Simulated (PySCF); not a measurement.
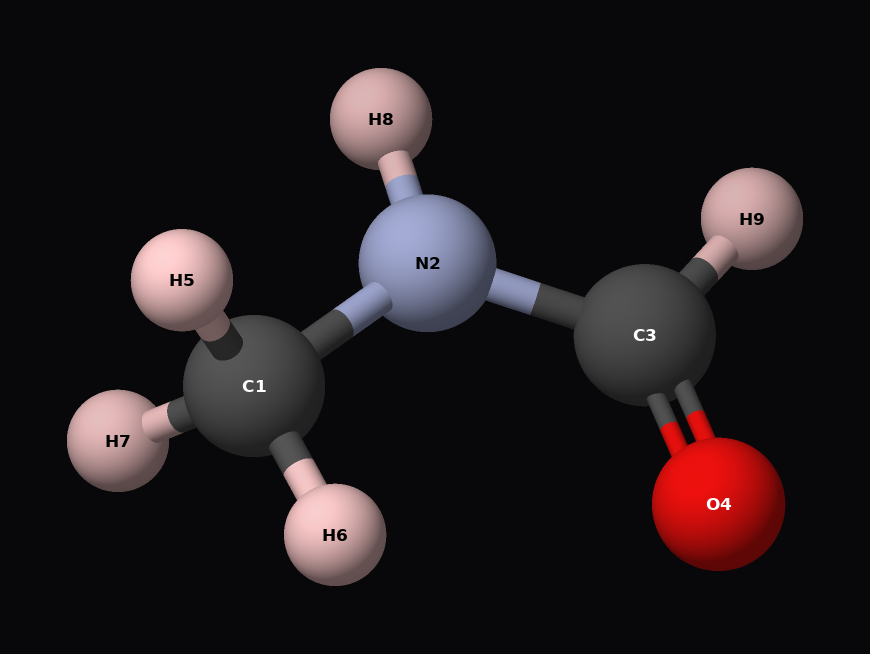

The computed structure is the end point of a GFN2-xTB optimisation. No frequency run is at hand to confirm it as a minimum. Method: B3LYP/pcJ-1 indirect spin-spin coupling, non-relativistic, gas phase (PySCF 2.14.0). Isotopes: 13C, 1H, 15N, 17O.

Give the spin–spin coupling constants of these pairs, with the number of bonds between them: C1/H5, C1/H7, H5/H7, H5/H6, C3/H5.

| pair | bonds apart | J (Hz) |
| --- | --- | --- |
| C1, H5 | 1 | 142.3 |
| C1, H7 | 1 | 142.3 |
| H5, H7 | 2 | −10.9 |
| H5, H6 | 2 | −14.2 |
| C3, H5 | 3 | 2.8 |
